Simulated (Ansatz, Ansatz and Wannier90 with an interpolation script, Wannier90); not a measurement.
# G0W0 band structure of InAs (F-43m)

Wanted: quasiparticle gap and band widths of InAs (F-43m) over the whole zone.

Calculated with Ansatz 0.2.0; r2SCAN, Wannier functions and G0W0, plane waves, PAW.

The database entry behind the starting cell differs from later determinations by our own check (about 0.4 % short), so it need not match the best structure at ambient conditions.

### Step 1. The structure

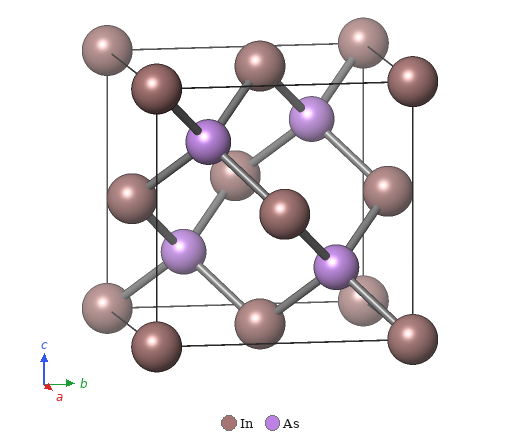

The starting structure, seen slightly off an axis (indium brown, arsenic purple). This picture shows the conventional cell, with its axes. Bonds to atoms that aren't drawn are left out. Some periodic images of atoms are drawn too.

The cell and positions come from the Crystallography Open Database and are kept as given unless a step says otherwise. The default PAW set here is soft_2. Its files were made with PBE.

### Step 2. r2SCAN bands

Levels along a band path, at the cheap level, show where the edges lie and whether the meshes to come will hold them.

This step: DFT, r2SCAN, plane waves, PAW.

Input file input.yaml:

```yaml
crystal:
  lattice:
    - [0.0, 3.018, 3.018]
    - [3.018, 0.0, 3.018]
    - [3.018, 3.018, 0.0]
  atoms:
    - { symbol: In, position: [0.0, 0.0, 0.0] }
    - { symbol: As, position: [0.75, 0.75, 0.75] }
kpoints:
  mp_grid: { grid: [6, 6, 6] }
  band_path:
    path:
      - [[0.0, 0.0, 0.0], [-0.5, -0.5, 0.0], [-0.375, -0.375, 0.25]]
      - [[-0.375, 0.0, 0.375], [0.0, 0.0, 0.0], [0.0, 0.0, 0.5], [-0.5, -0.25, 0.25], [-0.5, -0.5, 0.0]]
    npoints: 10
hamiltonian:
  xc: r2scan
scf:
  occupations: { method: fermi_dirac, width: 0.02 }
  n_extra_bands: 30
output:
  eigenvalues: true
  fatbands: true
  write_density: true
  write_potential: true
  elf: true
  volumetric_format: npy
```

On the command line:

```sh
$ ansatz run input.yaml --threads 12 --pin off --max-ram 22118MiB --backend cpu --events-out ev --progress --plain --runs-dir out
```

Numbers of over 12 decimals in the logs are rounded to 6 here.

The program printed:

```text
scf.n_extra_bands = 30 over 14 filled bands (N_el = 28.0): the run solves 44 bands
Engine: ansatz 0.2.0, aarch64-unknown-linux-gnu
Pseudopotentials: kind: paw
Pseudopotential: In, paw, valence charge 13, recommended cutoff 500 eV (meta_gga), In.paw.azcp
Pseudopotential: As, paw, valence charge 15, recommended cutoff 500 eV (meta_gga), As.paw.azcp
Functional definition: r2SCAN
  parameter k0 = 0.174
  parameter k1 = 0.065
  parameter a1 = 4.9479
  exchange = r2scan_x(k0 = k0, k1 = k1, a1 = a1)
  correlation = r2scan_c
Crystal: 2 atoms, lattice volume = 54.978 Å³
Basis set: ecut = 500 eV, 1411 PW (Γ), exchange–correlation on 128×128×128 points (64 copies of the dense FFT grid, shifted against one another)
Bands: 44, of which v1, the nominal top of the filled ones, is band 14 counted from 1 (13 counted from 0)
Symmetry: 24 space group operations
Space group: F-43m (ITA 216), of the structure as read, at distance tolerance 3.8e-5 Å
k-points: 16 of 216 (time reversal used)
Non-local potential: In, projectors of the file, l = 0: 2, l = 1: 2, l = 2: 2, l = 3: 2
Non-local potential: As, projectors of the file, l = 0: 2, l = 1: 2, l = 2: 3, l = 3: 1
PAW form: soft (Blöchl's): semilocal exchange-correlation on the pseudo side does not see the compensation charge
PAW frozen core: In, regenerated for the run's functional (the file was generated under x = pbe(κ = 0.804, μ = 0.219515), c = pbe(β = 0.066725))
PAW frozen core: As, regenerated for the run's functional (the file was generated under x = pbe(κ = 0.804, μ = 0.219515), c = pbe(β = 0.066725))
PAW one-centre angular grid: In, 590 points (default); XC on 289 of its mesh's 2783 points in the sphere
PAW one-centre angular grid: As, 590 points (default); XC on 160 Gauss nodes
Initial density: superposition of atomic densities (neutral atoms: chi_scale 0, normalization atom), corrected by the library's trained network
Initial wavefunctions: pseudopotential atomic-orbital guess
Functional: x = r2scan, c = r2scan; τ floored in thin density (d = 2e-4 eV/Å³)
SCF iter   1: F=—  HF=-10477.140938 eV  |F-HF|=—  |Δ(HF+E_count)|=         —  Δρ=6.32e-3  dr2=1.23e-2  dr2_τ=8.70e-3  ethr=1.77e-3  ⟨swp⟩=6.8  Hψ=3149  notcnv=0  defer=227
preconditioner: auto → none  [insulator: Δε(μ)=0.234 eV  Ē_g=31.132 eV  σ=0.020 eV  W_gap=0.99  n_scr=14 (ndim 8)  ℏωp=21.2 eV  f_vac=0.102  D(μ)=0.00/eV (n_scr^D=0)  ε∞_Penn≈1.5]
SCF iter   2: F=—  HF=-10477.148853 eV  |F-HF|=—  |Δ(HF+E_count)|=   7.92e-3  Δρ=1.70e-3  dr2=1.20e-3  dr2_τ=8.11e-5  ethr=4.39e-5  ⟨swp⟩=3.0  Hψ=1174  notcnv=0  defer=383
SCF iter   3: F=—  HF=-10477.149223 eV  |F-HF|=—  |Δ(HF+E_count)|=   3.69e-4  Δρ=7.74e-4  dr2=1.84e-4  dr2_τ=4.01e-6  ethr=4.27e-6  ⟨swp⟩=2.1  Hψ=391  notcnv=0  defer=383
SCF iter   4: F=—  HF=-10477.149293 eV  |F-HF|=—  |Δ(HF+E_count)|=   7.08e-5  Δρ=7.04e-5  dr2=2.07e-6  dr2_τ=6.84e-8  ethr=6.57e-7  ⟨swp⟩=2.9  Hψ=455  notcnv=0  defer=383
SCF iter   5: F=—  HF=-10477.149292 eV  |F-HF|=—  |Δ(HF+E_count)|=   1.51e-6  Δρ=2.78e-5  dr2=3.52e-7  dr2_τ=9.38e-9  ethr=7.39e-9  ⟨swp⟩=2.0  Hψ=546  notcnv=0  defer=383
SCF iter   6: F=-10477.149292 eV  HF=-10477.149292 eV  |F-HF|=1.28e-8  |Δ(HF+E_count)|=   3.09e-8  Δρ=7.45e-6  dr2=1.37e-8  dr2_τ=6.88e-10  ethr=3.57e-10  ⟨swp⟩=9.2  Hψ=4339  notcnv=0
SCF 1 converged in 6 iterations: F = -10477.149292 eV  dr2 = 1.37e-8
[...]
NSCF: frozen V_eff on 62 k-points
SCF converged after 6 iterations
Free energy (F): -10477.149292 eV
Harris-Foulkes:  -10477.149292 eV  (|F-HF|=1.28e-8)
Internal energy: -10477.149287 eV  (E = F + TS)
E sigma→0 (E₀):  -10477.149290 eV
Entropy (-TS):   -0.000005 eV (-0.002 meV/atom)
Fermi energy:    7.845167 eV
--- Per-component energies (eV) ---
  E_band       = -328.486039
  E_kinetic    = 347.112326
  E_local      = -3271.383204  (includes V_loc(G=0)·N_el)
  E_nonlocal   = -301.947176
  E_hartree    = 1585.758454
  E_xc         = -275.192914
  E_vxc        = -191.107199  (∫ρ·V_xc dr)
  E_paw        = -6033.205496  (= ΣΔE_a)
  E_vpaw       = -94.437517  (= ΣTr[D̂ρ^β])
  E_aug_tail   = 0.000002  (compensation charges beyond the density's cutoff)
  E_vtau       = 11.759149  (kinetic-family band-sum trace: ∫τ·v_τ [+ j·A + Jᵃ·Aᵃ] dr)
  E_ewald      = -2527.799418
  E_core_change = -0.491862  (= ΣΔE_core)
  E_smearing   = -0.000005  (= −TS)
  E_closure    = -0.000000  (closes the sum)
  Σ components = -10477.149292   (vs F -10477.149292, Δ=0.00e0)
--- Band table (eV; the first three rows and the last of 16) ---
  k-point 0: bands = [... 10 lower, -4.6363, 7.6950, 7.6950, 7.6950, 7.9733, 11.9747, 11.9747, 11.9747, ... 26 higher]
  k-point 1: bands = [... 10 lower, -4.3360, 5.2487, 7.3733, 7.3733, 9.3183, 12.4134, 12.4348, 12.4348, ... 26 higher]
  k-point 2: bands = [... 10 lower, -3.5911, 2.8795, 6.8763, 6.8763, 9.1897, 12.7998, 12.7998, 14.3221, ... 26 higher]
  k-point 15: bands = [... 10 lower, -2.4629, 1.8497, 4.7874, 4.8561, 11.0985, 11.4920, 14.6574, 15.1920, ... 26 higher]
```

Wall time 3.7 s (12 threads of Arm Neoverse V2, shared host); peak memory 0.62 GiB.

Numbers from this step:

```
filled bands         : 14
gap                  : 0.2783 eV
valence top at       : Γ
conduction bottom at : Γ
least direct gap     : 0.2783 eV
```

The gap is direct, at Γ.

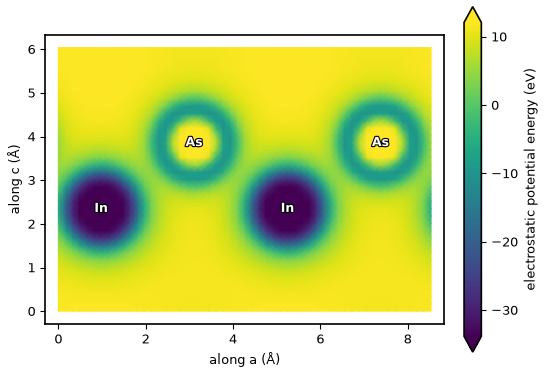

Electrostatic potential energy in the ac plane of a cell with a along [110], b along [-110] and c along [001] of the cube at fractional y = 0.000, with atoms of In and As within 0.2 Å of it. With pseudopotentials it is smooth inside the atoms' cores, unlike the true potential. The map starts off the cell's origin, so that atoms lie inside it.

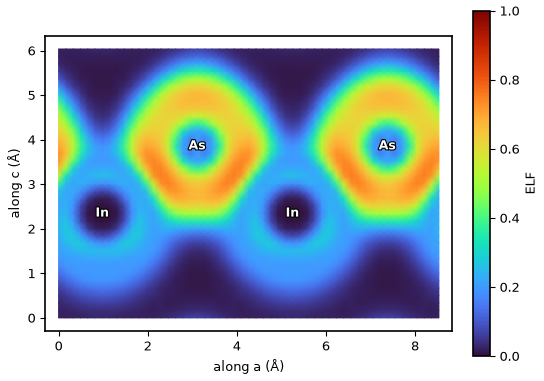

ELF in the ac plane of a cell with a along [110], b along [-110] and c along [001] of the cube at fractional y = 0.000, with atoms of In and As within 0.2 Å of it. It is the smooth field of the valence electrons, not physical close to the nuclei. The map starts off the cell's origin, so that atoms lie inside it.

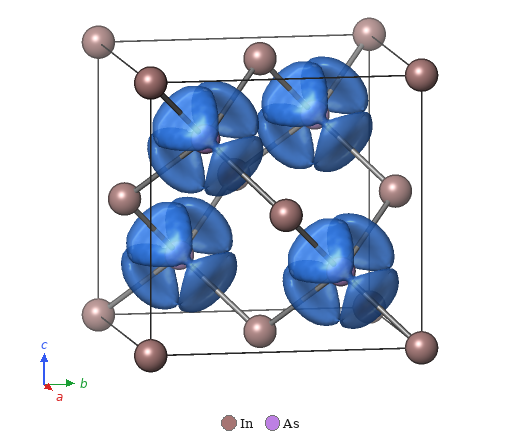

Surface of ELF = 0.67. Bonds to atoms that aren't drawn are left out.

### Step 3. Overlaps and projections on 12×12×12

This step: overlaps and projections of r2SCAN states for Wannier90, plane waves, PAW.

input.yaml, the sections that differ from step 2:

```yaml
kpoints:
  mp_grid: { grid: [6, 6, 6] }
scf:
  occupations: { method: fixed }
  n_extra_bands: 30
output:
  wannier:
    kmesh: [12, 12, 12]
    projections:
      - { species: As, l: p, shell: 4 }
      - { species: In, l: s, shell: 5 }
      - { species: In, l: p, shell: 5 }
    minimise: false
    seedname: w
    disentanglement: { window: [1.59, 18.77], frozen_window: [1.59, 10.97] }
# crystal, hamiltonian: as in step 2
```

The program printed:

```text
[...]
Crystal: 2 atoms, lattice volume = 54.978 Å³
Basis set: ecut = 500 eV, 1411 PW (Γ), exchange–correlation on 128×128×128 points (64 copies of the dense FFT grid, shifted against one another)
Bands: 44, of which v1, the nominal top of the filled ones, is band 14 counted from 1 (13 counted from 0)
Symmetry: 24 space group operations
[...]
k-points: 16 of 216 (time reversal used)
[...]
--- Band table (eV; the first three rows and the last of 16) ---
  k-point 0: bands = [... 10 lower, -4.6364, 7.6949, 7.6949, 7.6949, 7.9734, 11.9747, 11.9747, 11.9747, ... 26 higher]
  k-point 1: bands = [... 10 lower, -4.3361, 5.2487, 7.3732, 7.3732, 9.3183, 12.4134, 12.4348, 12.4348, ... 26 higher]
  k-point 2: bands = [... 10 lower, -3.5912, 2.8795, 6.8763, 6.8763, 9.1897, 12.7998, 12.7998, 14.3221, ... 26 higher]
  k-point 15: bands = [... 10 lower, -2.4630, 1.8497, 4.7874, 4.8561, 11.0985, 11.4920, 14.6574, 15.1920, ... 26 higher]
[key lines of the parts left out:]
SCF converged after 6 iterations
Free energy (F): -10477.149291 eV
Fermi energy:    7.694943 eV
```

The job ended after 9 s (12 threads; peak memory 2.3 GiB; 57 s of CPU time).

(Continued in part 2 of 3.)

[Paths, hosts, dates, memory and timing lines, banners, echoed tables and standing remarks are left out of the program output.]

[Logs are printed without paths, hosts, clocks, repeated set-up lines and the standing remarks that a program may print on its own settings, such as how far it seeks lower states.]

[Runs of the session that timed out or met a known fault of the program may be left out.]

[Hosts, paths, dates, database ids (printed as entryN), source tags and the programs' standing remarks are cut or masked in the printed files.]
